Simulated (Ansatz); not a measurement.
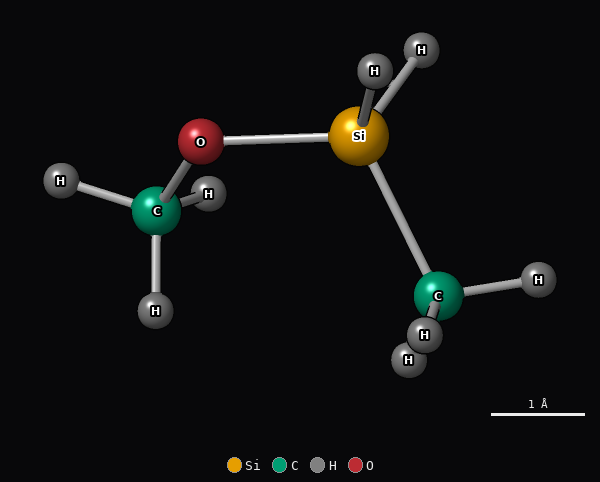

The starting structure (ball-and-stick view, seen at a tilt). Bond lengths as drawn: C–H 1.05 to 1.12 Å, C–O 1.46 Å, C–Si 1.93 Å, H–Si 1.51 to 1.52 Å and O–Si 1.74 Å.

**C2H8OSi: molecular dynamics (part 1 of 3)**

The run: molecular dynamics of C2H8OSi. Method and program: RKS PBE0/6-31G (Ansatz 0.2.0).

It belongs to a series of runs on one base structure; here: dynamics from the last frame of an earlier run.

### Input file
```yaml
crystal:
  periodic: [false, false, false]
  atoms:
    - { symbol: Si, position_ang: [0.162658, 0.09022, -0.073714] }
    - { symbol: C, position_ang: [-0.215796, -0.081671, 1.811489] }
    - { symbol: H, position_ang: [-1.308823, -0.033396, 2.058612] }
    - { symbol: H, position_ang: [0.071359, -1.122794, 2.097631] }
    - { symbol: H, position_ang: [0.346798, 0.632896, 2.345114] }
    - { symbol: H, position_ang: [1.623547, 0.403499, -0.272105] }
    - { symbol: O, position_ang: [-0.721499, 1.357002, -0.867819] }
    - { symbol: C, position_ang: [-2.173724, 1.393358, -0.727384] }
    - { symbol: H, position_ang: [-2.50032, 1.794065, 0.236921] }
    - { symbol: H, position_ang: [-2.532985, 2.061878, -1.511393] }
    - { symbol: H, position_ang: [-2.682858, 0.408007, -0.868403] }
    - { symbol: H, position_ang: [-0.033957, -1.224341, -0.812331] }
basis:
  gaussian: { orbitals: "6-31G" }
hamiltonian:
  xc: pbe0
md:
  timestep: 1.0
  n_steps: 100
  ensemble: nvt_nose_hoover
  temperature: 1000.0
  initial_velocities: maxwell_boltzmann
  seed: 710490
```

Launch command:
```bash
ansatz run input.yaml --threads 1 --pin off --max-ram 2048MiB --backend cpu --events-out ev --progress --plain --runs-dir out
```

### What the program printed
```
Engine: ansatz 0.2.0, aarch64-unknown-linux-gnu
Functional definition: PBE0
  parameter a = 0.25
  parameter kappa = 0.804
  parameter beta = 0.06672455060314922
  exchange = (1 - a)*pbe_x(kappa = kappa, mu = beta*pi^2/3) + a*exact_x
  correlation = pbe_c(beta = beta)
789 factors; integrals over basis functions are off by at most 1.8e-4 eV
mean field evaluation 1: about -12112.7920 eV, gradient 5.2e1 eV
mean field evaluation 2: about -12107.3401 eV, gradient 7.3e1 eV
mean field evaluation 4: about -12118.5423 eV, gradient 2.3e0 eV
mean field evaluation 8: about -12118.5941 eV, gradient 7.8e-2 eV
mean field -12118.59411640 eV, -445.3501194997 hartree, gradient 1.5e-5 eV, S^2 0.000000; 0 other end points of the search recorded, 0 dependent functions left out
the calculation of the forces begins
reference -12118.59413841 eV, -445.3501203086 hartree; 21, 21 occupied and 35, 35 virtual orbitals, 789 factors
md step     0: t =     0.00 fs  T =  1000.0 K  F+E_penalty+E_count = -12118.59411640 eV  E_kin = 1.292600 eV  conserved = -12117.30151641 eV  (25 SCF iters)
these checks for a lower state are left out or cut short: starts, cluster_reference, orbital_swaps, neighbouring_geometries, increment
789 factors; integrals over basis functions are off by at most 1.8e-4 eV
mean field evaluation 16: about -12118.4530 eV, gradient 2.5e0 eV
mean field -12118.51968435 eV, -445.3473841721 hartree, gradient 2.1e-5 eV, S^2 0.000000; 0 other end points of the search recorded, 0 dependent functions left out
the calculation of the forces begins
reference -12118.51970638 eV, -445.3473849816 hartree; 21, 21 occupied and 35, 35 virtual orbitals, 789 factors
md step     1: t =     1.00 fs  T =   945.1 K  F+E_penalty+E_count = -12118.51968435 eV  E_kin = 1.221652 eV  conserved = -12117.29803408 eV  (27 SCF iters)
[... from here on the SCF iterations and repeated set-up lines of each step are left out, up to the last step ...]
md step     2: t =     2.00 fs  T =   817.6 K  F+E_penalty+E_count = -12118.35040490 eV  E_kin = 1.056842 eV  conserved = -12117.29358030 eV  (28 SCF iters)
md step     3: t =     3.00 fs  T =   669.3 K  F+E_penalty+E_count = -12118.15486074 eV  E_kin = 0.865134 eV  conserved = -12117.28979188 eV  (28 SCF iters)
md step     4: t =     4.00 fs  T =   544.0 K  F+E_penalty+E_count = -12117.99111571 eV  E_kin = 0.703199 eV  conserved = -12117.28807150 eV  (28 SCF iters)
md step     5: t =     5.00 fs  T =   461.8 K  F+E_penalty+E_count = -12117.88547968 eV  E_kin = 0.596913 eV  conserved = -12117.28885509 eV  (29 SCF iters)
md step     6: t =     6.00 fs  T =   416.5 K  F+E_penalty+E_count = -12117.82813571 eV  E_kin = 0.538334 eV  conserved = -12117.29026707 eV  (29 SCF iters)
md step     7: t =     7.00 fs  T =   399.4 K  F+E_penalty+E_count = -12117.80414412 eV  E_kin = 0.516259 eV  conserved = -12117.28857698 eV  (29 SCF iters)
md step     8: t =     8.00 fs  T =   430.4 K  F+E_penalty+E_count = -12117.84140878 eV  E_kin = 0.556300 eV  conserved = -12117.28609579 eV  (29 SCF iters)
md step     9: t =     9.00 fs  T =   524.5 K  F+E_penalty+E_count = -12117.96792094 eV  E_kin = 0.677995 eV  conserved = -12117.29132360 eV  (29 SCF iters)
md step    10: t =    10.00 fs  T =   628.5 K  F+E_penalty+E_count = -12118.10837078 eV  E_kin = 0.812385 eV  conserved = -12117.29794906 eV  (29 SCF iters)
md step    11: t =    11.00 fs  T =   673.6 K  F+E_penalty+E_count = -12118.16565846 eV  E_kin = 0.870695 eV  conserved = -12117.29762985 eV  (28 SCF iters)
md step    12: t =    12.00 fs  T =   656.8 K  F+E_penalty+E_count = -12118.13874852 eV  E_kin = 0.848955 eV  conserved = -12117.29323482 eV  (27 SCF iters)
md step    13: t =    13.00 fs  T =   623.7 K  F+E_penalty+E_count = -12118.09160920 eV  E_kin = 0.806152 eV  conserved = -12117.28970239 eV  (28 SCF iters)
md step    14: t =    14.00 fs  T =   614.3 K  F+E_penalty+E_count = -12118.07823614 eV  E_kin = 0.794030 eV  conserved = -12117.28928990 eV  (29 SCF iters)
md step    15: t =    15.00 fs  T =   634.3 K  F+E_penalty+E_count = -12118.10544732 eV  E_kin = 0.819950 eV  conserved = -12117.29148970 eV  (29 SCF iters)
md step    16: t =    16.00 fs  T =   658.7 K  F+E_penalty+E_count = -12118.13904587 eV  E_kin = 0.851433 eV  conserved = -12117.29460879 eV  (29 SCF iters)
md step    17: t =    17.00 fs  T =   655.4 K  F+E_penalty+E_count = -12118.13417304 eV  E_kin = 0.847211 eV  conserved = -12117.29503873 eV  (26 SCF iters)
md step    18: t =    18.00 fs  T =   629.1 K  F+E_penalty+E_count = -12118.09333330 eV  E_kin = 0.813168 eV  conserved = -12117.28935631 eV  (29 SCF iters)
md step    19: t =    19.00 fs  T =   640.0 K  F+E_penalty+E_count = -12118.10243944 eV  E_kin = 0.827251 eV  conserved = -12117.28554323 eV  (28 SCF iters)
md step    20: t =    20.00 fs  T =   721.6 K  F+E_penalty+E_count = -12118.21280907 eV  E_kin = 0.932687 eV  conserved = -12117.29179031 eV  (27 SCF iters)
md step    21: t =    21.00 fs  T =   813.1 K  F+E_penalty+E_count = -12118.33638261 eV  E_kin = 1.051074 eV  conserved = -12117.29851525 eV  (28 SCF iters)
md step    22: t =    22.00 fs  T =   838.3 K  F+E_penalty+E_count = -12118.36773403 eV  E_kin = 1.083524 eV  conserved = -12117.29911611 eV  (28 SCF iters)
md step    23: t =    23.00 fs  T =   782.2 K  F+E_penalty+E_count = -12118.28975528 eV  E_kin = 1.011091 eV  conserved = -12117.29527719 eV  (28 SCF iters)
md step    24: t =    24.00 fs  T =   683.6 K  F+E_penalty+E_count = -12118.15650384 eV  E_kin = 0.883646 eV  conserved = -12117.29105957 eV  (29 SCF iters)
md step    25: t =    25.00 fs  T =   590.1 K  F+E_penalty+E_count = -12118.03222007 eV  E_kin = 0.762821 eV  conserved = -12117.28903621 eV  (29 SCF iters)
md step    26: t =    26.00 fs  T =   525.7 K  F+E_penalty+E_count = -12117.94844570 eV  E_kin = 0.679486 eV  conserved = -12117.28991609 eV  (29 SCF iters)
md step    27: t =    27.00 fs  T =   481.4 K  F+E_penalty+E_count = -12117.89243670 eV  E_kin = 0.622266 eV  conserved = -12117.29238245 eV  (30 SCF iters)
md step    28: t =    28.00 fs  T =   435.8 K  F+E_penalty+E_count = -12117.83183478 eV  E_kin = 0.563329 eV  conserved = -12117.29192521 eV  (29 SCF iters)
md step    29: t =    29.00 fs  T =   402.6 K  F+E_penalty+E_count = -12117.78175933 eV  E_kin = 0.520348 eV  conserved = -12117.28599840 eV  (29 SCF iters)
md step    30: t =    30.00 fs  T =   439.1 K  F+E_penalty+E_count = -12117.82630895 eV  E_kin = 0.567555 eV  conserved = -12117.28458187 eV  (29 SCF iters)
md step    31: t =    31.00 fs  T =   552.7 K  F+E_penalty+E_count = -12117.98027344 eV  E_kin = 0.714469 eV  conserved = -12117.29316990 eV  (29 SCF iters)
md step    32: t =    32.00 fs  T =   658.8 K  F+E_penalty+E_count = -12118.12186849 eV  E_kin = 0.851626 eV  conserved = -12117.29956122 eV  (29 SCF iters)
md step    33: t =    33.00 fs  T =   686.1 K  F+E_penalty+E_count = -12118.15310099 eV  E_kin = 0.886909 eV  conserved = -12117.29774475 eV  (29 SCF iters)
md step    34: t =    34.00 fs  T =   645.3 K  F+E_penalty+E_count = -12118.09312071 eV  E_kin = 0.834120 eV  conserved = -12117.29282704 eV  (29 SCF iters)
md step    35: t =    35.00 fs  T =   589.1 K  F+E_penalty+E_count = -12118.01459770 eV  E_kin = 0.761416 eV  conserved = -12117.28917772 eV  (29 SCF iters)
md step    36: t =    36.00 fs  T =   560.7 K  F+E_penalty+E_count = -12117.97477111 eV  E_kin = 0.724710 eV  conserved = -12117.28814572 eV  (26 SCF iters)
md step    37: t =    37.00 fs  T =   571.4 K  F+E_penalty+E_count = -12117.98883586 eV  E_kin = 0.738528 eV  conserved = -12117.29051932 eV  (28 SCF iters)
md step    38: t =    38.00 fs  T =   593.9 K  F+E_penalty+E_count = -12118.02015200 eV  E_kin = 0.767693 eV  conserved = -12117.29493118 eV  (28 SCF iters)
md step    39: t =    39.00 fs  T =   586.5 K  F+E_penalty+E_count = -12118.00859950 eV  E_kin = 0.758095 eV  conserved = -12117.29533636 eV  (28 SCF iters)
md step    40: t =    40.00 fs  T =   555.1 K  F+E_penalty+E_count = -12117.95903186 eV  E_kin = 0.717477 eV  conserved = -12117.28873660 eV  (29 SCF iters)
md step    41: t =    41.00 fs  T =   566.3 K  F+E_penalty+E_count = -12117.96841249 eV  E_kin = 0.732013 eV  conserved = -12117.28596255 eV  (28 SCF iters)
md step    42: t =    42.00 fs  T =   646.2 K  F+E_penalty+E_count = -12118.07551297 eV  E_kin = 0.835328 eV  conserved = -12117.29239793 eV  (28 SCF iters)
md step    43: t =    43.00 fs  T =   729.5 K  F+E_penalty+E_count = -12118.18600078 eV  E_kin = 0.942971 eV  conserved = -12117.29832205 eV  (28 SCF iters)
md step    44: t =    44.00 fs  T =   747.5 K  F+E_penalty+E_count = -12118.20497128 eV  E_kin = 0.966211 eV  conserved = -12117.29742226 eV  (28 SCF iters)
md step    45: t =    45.00 fs  T =   700.3 K  F+E_penalty+E_count = -12118.13607530 eV  E_kin = 0.905245 eV  conserved = -12117.29285460 eV  (28 SCF iters)
md step    46: t =    46.00 fs  T =   636.2 K  F+E_penalty+E_count = -12118.04581792 eV  E_kin = 0.822302 eV  conserved = -12117.28870545 eV  (28 SCF iters)
md step    47: t =    47.00 fs  T =   602.7 K  F+E_penalty+E_count = -12117.99836698 eV  E_kin = 0.779059 eV  conserved = -12117.28750070 eV  (28 SCF iters)
md step    48: t =    48.00 fs  T =   613.2 K  F+E_penalty+E_count = -12118.01181950 eV  E_kin = 0.792615 eV  conserved = -12117.29041647 eV  (29 SCF iters)
md step    49: t =    49.00 fs  T =   635.0 K  F+E_penalty+E_count = -12118.04176064 eV  E_kin = 0.820798 eV  conserved = -12117.29534646 eV  (28 SCF iters)
md step    50: t =    50.00 fs  T =   620.8 K  F+E_penalty+E_count = -12118.02021584 eV  E_kin = 0.802457 eV  conserved = -12117.29540432 eV  (27 SCF iters)
md step    51: t =    51.00 fs  T =   578.2 K  F+E_penalty+E_count = -12117.95491678 eV  E_kin = 0.747338 eV  conserved = -12117.28840783 eV  (27 SCF iters)
md step    52: t =    52.00 fs  T =   576.5 K  F+E_penalty+E_count = -12117.94715779 eV  E_kin = 0.745199 eV  conserved = -12117.28592702 eV  (28 SCF iters)
md step    53: t =    53.00 fs  T =   640.0 K  F+E_penalty+E_count = -12118.03272789 eV  E_kin = 0.827318 eV  conserved = -12117.29276350 eV  (28 SCF iters)
md step    54: t =    54.00 fs  T =   702.9 K  F+E_penalty+E_count = -12118.11548424 eV  E_kin = 0.908510 eV  conserved = -12117.29813912 eV  (29 SCF iters)
md step    55: t =    55.00 fs  T =   701.7 K  F+E_penalty+E_count = -12118.10889159 eV  E_kin = 0.907063 eV  conserved = -12117.29704680 eV  (25 SCF iters)
md step    56: t =    56.00 fs  T =   641.1 K  F+E_penalty+E_count = -12118.02148769 eV  E_kin = 0.828719 eV  conserved = -12117.29192858 eV  (29 SCF iters)
md step    57: t =    57.00 fs  T =   575.2 K  F+E_penalty+E_count = -12117.92769103 eV  E_kin = 0.743534 eV  conserved = -12117.28695458 eV  (29 SCF iters)
md step    58: t =    58.00 fs  T =   558.7 K  F+E_penalty+E_count = -12117.90196377 eV  E_kin = 0.722176 eV  conserved = -12117.28604887 eV  (29 SCF iters)
md step    59: t =    59.00 fs  T =   600.5 K  F+E_penalty+E_count = -12117.95695239 eV  E_kin = 0.776248 eV  conserved = -12117.29058418 eV  (29 SCF iters)
md step    60: t =    60.00 fs  T =   651.2 K  F+E_penalty+E_count = -12118.02481252 eV  E_kin = 0.841757 eV  conserved = -12117.29691814 eV  (29 SCF iters)
md step    61: t =    61.00 fs  T =   651.4 K  F+E_penalty+E_count = -12118.01996481 eV  E_kin = 0.842027 eV  conserved = -12117.29601773 eV  (29 SCF iters)
md step    62: t =    62.00 fs  T =   620.1 K  F+E_penalty+E_count = -12117.96650116 eV  E_kin = 0.801567 eV  conserved = -12117.28720082 eV  (27 SCF iters)
md step    63: t =    63.00 fs  T =   642.0 K  F+E_penalty+E_count = -12117.98963850 eV  E_kin = 0.829856 eV  conserved = -12117.28627787 eV  (26 SCF iters)
md step    64: t =    64.00 fs  T =   728.2 K  F+E_penalty+E_count = -12118.10396930 eV  E_kin = 0.941255 eV  conserved = -12117.29387548 eV  (27 SCF iters)
md step    65: t =    65.00 fs  T =   800.9 K  F+E_penalty+E_count = -12118.19663539 eV  E_kin = 1.035234 eV  conserved = -12117.29783671 eV  (26 SCF iters)
md step    66: t =    66.00 fs  T =   804.5 K  F+E_penalty+E_count = -12118.19417178 eV  E_kin = 1.039883 eV  conserved = -12117.29631983 eV  (25 SCF iters)
md step    67: t =    67.00 fs  T =   748.6 K  F+E_penalty+E_count = -12118.11145569 eV  E_kin = 0.967693 eV  conserved = -12117.29126047 eV  (25 SCF iters)
md step    68: t =    68.00 fs  T =   686.6 K  F+E_penalty+E_count = -12118.02159134 eV  E_kin = 0.887451 eV  conserved = -12117.28674830 eV  (24 SCF iters)
md step    69: t =    69.00 fs  T =   667.7 K  F+E_penalty+E_count = -12117.99204135 eV  E_kin = 0.863106 eV  conserved = -12117.28643017 eV  (25 SCF iters)
md step    70: t =    70.00 fs  T =   695.2 K  F+E_penalty+E_count = -12118.02716166 eV  E_kin = 0.898582 eV  conserved = -12117.29106190 eV  (25 SCF iters)
md step    71: t =    71.00 fs  T =   720.2 K  F+E_penalty+E_count = -12118.05935828 eV  E_kin = 0.930889 eV  conserved = -12117.29619639 eV  (25 SCF iters)
md step    72: t =    72.00 fs  T =   696.9 K  F+E_penalty+E_count = -12118.02146326 eV  E_kin = 0.900862 eV  conserved = -12117.29364150 eV  (25 SCF iters)
md step    73: t =    73.00 fs  T =   655.9 K  F+E_penalty+E_count = -12117.95624848 eV  E_kin = 0.847872 eV  conserved = -12117.28655138 eV  (24 SCF iters)
md step    74: t =    74.00 fs  T =   663.6 K  F+E_penalty+E_count = -12117.96232661 eV  E_kin = 0.857818 eV  conserved = -12117.28775811 eV  (25 SCF iters)
md step    75: t =    75.00 fs  T =   716.6 K  F+E_penalty+E_count = -12118.03031730 eV  E_kin = 0.926248 eV  conserved = -12117.29269248 eV  (26 SCF iters)
md step    76: t =    76.00 fs  T =   759.9 K  F+E_penalty+E_count = -12118.08395353 eV  E_kin = 0.982276 eV  conserved = -12117.29611156 eV  (27 SCF iters)
md step    77: t =    77.00 fs  T =   749.8 K  F+E_penalty+E_count = -12118.06433866 eV  E_kin = 0.969190 eV  conserved = -12117.29557917 eV  (28 SCF iters)
md step    78: t =    78.00 fs  T =   688.5 K  F+E_penalty+E_count = -12117.97425011 eV  E_kin = 0.890007 eV  conserved = -12117.29043787 eV  (29 SCF iters)
md step    79: t =    79.00 fs  T =   627.8 K  F+E_penalty+E_count = -12117.88551116 eV  E_kin = 0.811524 eV  conserved = -12117.28551570 eV  (29 SCF iters)
md step    80: t =    80.00 fs  T =   619.7 K  F+E_penalty+E_count = -12117.86982831 eV  E_kin = 0.801040 eV  conserved = -12117.28543261 eV  (29 SCF iters)
md step    81: t =    81.00 fs  T =   663.7 K  F+E_penalty+E_count = -12117.92714374 eV  E_kin = 0.857945 eV  conserved = -12117.29117061 eV  (28 SCF iters)
md step    82: t =    82.00 fs  T =   700.4 K  F+E_penalty+E_count = -12117.97455178 eV  E_kin = 0.905309 eV  conserved = -12117.29693678 eV  (29 SCF iters)
md step    83: t =    83.00 fs  T =   680.3 K  F+E_penalty+E_count = -12117.93872318 eV  E_kin = 0.879369 eV  conserved = -12117.29289533 eV  (27 SCF iters)
md step    84: t =    84.00 fs  T =   648.7 K  F+E_penalty+E_count = -12117.88385884 eV  E_kin = 0.838560 eV  conserved = -12117.28452039 eV  (27 SCF iters)
md step    85: t =    85.00 fs  T =   681.3 K  F+E_penalty+E_count = -12117.92287313 eV  E_kin = 0.880673 eV  conserved = -12117.28716377 eV  (28 SCF iters)
md step    86: t =    86.00 fs  T =   756.6 K  F+E_penalty+E_count = -12118.02101010 eV  E_kin = 0.977970 eV  conserved = -12117.29426353 eV  (26 SCF iters)
md step    87: t =    87.00 fs  T =   795.4 K  F+E_penalty+E_count = -12118.06768043 eV  E_kin = 1.028097 eV  conserved = -12117.29760698 eV  (25 SCF iters)
md step    88: t =    88.00 fs  T =   756.1 K  F+E_penalty+E_count = -12118.00692385 eV  E_kin = 0.977373 eV  conserved = -12117.29440604 eV  (26 SCF iters)
md step    89: t =    89.00 fs  T =   669.4 K  F+E_penalty+E_count = -12117.88190715 eV  E_kin = 0.865296 eV  conserved = -12117.28778075 eV  (26 SCF iters)
md step    90: t =    90.00 fs  T =   606.5 K  F+E_penalty+E_count = -12117.79049320 eV  E_kin = 0.784010 eV  conserved = -12117.28334744 eV  (27 SCF iters)
md step    91: t =    91.00 fs  T =   616.2 K  F+E_penalty+E_count = -12117.79906195 eV  E_kin = 0.796524 eV  conserved = -12117.28490926 eV  (27 SCF iters)
md step    92: t =    92.00 fs  T =   678.3 K  F+E_penalty+E_count = -12117.88129684 eV  E_kin = 0.876825 eV  conserved = -12117.29272315 eV  (26 SCF iters)
md step    93: t =    93.00 fs  T =   708.7 K  F+E_penalty+E_count = -12117.92098035 eV  E_kin = 0.916101 eV  conserved = -12117.29947260 eV  (25 SCF iters)
md step    94: t =    94.00 fs  T =   647.3 K  F+E_penalty+E_count = -12117.82964316 eV  E_kin = 0.836717 eV  conserved = -12117.29375416 eV  (27 SCF iters)
md step    95: t =    95.00 fs  T =   558.4 K  F+E_penalty+E_count = -12117.69775967 eV  E_kin = 0.721844 eV  conserved = -12117.28232412 eV  (27 SCF iters)
md step    96: t =    96.00 fs  T =   554.4 K  F+E_penalty+E_count = -12117.68827448 eV  E_kin = 0.716666 eV  conserved = -12117.28321184 eV  (27 SCF iters)
md step    97: t =    97.00 fs  T =   632.1 K  F+E_penalty+E_count = -12117.79227180 eV  E_kin = 0.817070 eV  conserved = -12117.29238846 eV  (26 SCF iters)
md step    98: t =    98.00 fs  T =   693.2 K  F+E_penalty+E_count = -12117.86969520 eV  E_kin = 0.896085 eV  conserved = -12117.29707058 eV  (26 SCF iters)
md step    99: t =    99.00 fs  T =   679.3 K  F+E_penalty+E_count = -12117.84042584 eV  E_kin = 0.878032 eV  conserved = -12117.29237775 eV  (26 SCF iters)
these checks for a lower state are left out or cut short: starts, cluster_reference, orbital_swaps, neighbouring_geometries, increment
789 factors; integrals over basis functions are off by at most 1.9e-4 eV
mean field -12117.76224453 eV, -445.3195487720 hartree, gradient 9.5e-6 eV, S^2 0.000000; 0 other end points of the search recorded, 0 dependent functions left out
the calculation of the forces begins
reference -12117.76226635 eV, -445.3195495742 hartree; 21, 21 occupied and 35, 35 virtual orbitals, 789 factors
789 factors; integrals over basis functions are off by at most 1.9e-4 eV
mean field evaluation 800: about -12117.7622 eV, gradient 9.5e-6 eV
mean field -12117.76224453 eV, -445.3195487720 hartree, gradient 9.5e-6 eV, S^2 0.000000; 1 other end points of the search recorded, 0 dependent functions left out
the calculation of the forces begins
reference -12117.76226635 eV, -445.3195495742 hartree; 21, 21 occupied and 35, 35 virtual orbitals, 789 factors
md step   100: t =   100.00 fs  T =   629.4 K  F+E_penalty+E_count = -12117.76224453 eV  E_kin = 0.813502 eV  conserved = -12117.28497042 eV  (25 SCF iters)
```
